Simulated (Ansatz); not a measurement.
Molecule (SMILES): [C-]#[NH+] (C-NH).
Atoms: C1, N2, H3. Bonds: C1-N2, N2-H3.

Basis-set convergence of the lowest harmonic wavenumber at PBE with Ansatz (a program for electronic structure). Each level at its own minimum, finite differences of forces, unscaled; the reference is a large set that could be run, not a limit. All functions are spherical. The program fits the integrals of some runs and decomposes those of others, by size. No added dispersion term, no relativity. Reference: the value in def2-QZVPPD, 456 cm⁻¹, itself unsure by roughly 3 cm⁻¹ (its mean distance from pcseg-3, def2-QZVPP, cc-pVQZ). Deviations are taken from unrounded values.

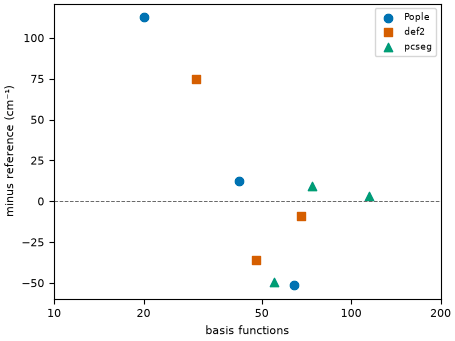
Figure: Deviation from the reference against the number of basis functions, by family of sets.

| basis | functions | lowest harmonic wavenumber (cm⁻¹) | minus reference (cm⁻¹) |
|---|---|---|---|
| 6-31G | 20 | 568 | 113 |
| def2-SV(P) | 30 | 531 | 75 |
| 6-311G** | 42 | 468 | 12 |
| def2-SVPD | 48 | 419 | -36 |
| aug-pcseg-1 | 55 | 406 | -49 |
| 6-311++G(2d,2p) | 64 | 404 | -52 |
| def2-TZVP | 68 | 447 | -9 |
| pcseg-2 | 74 | 465 | 9 |
| aug-pcseg-2 | 115 | 459 | 3 |
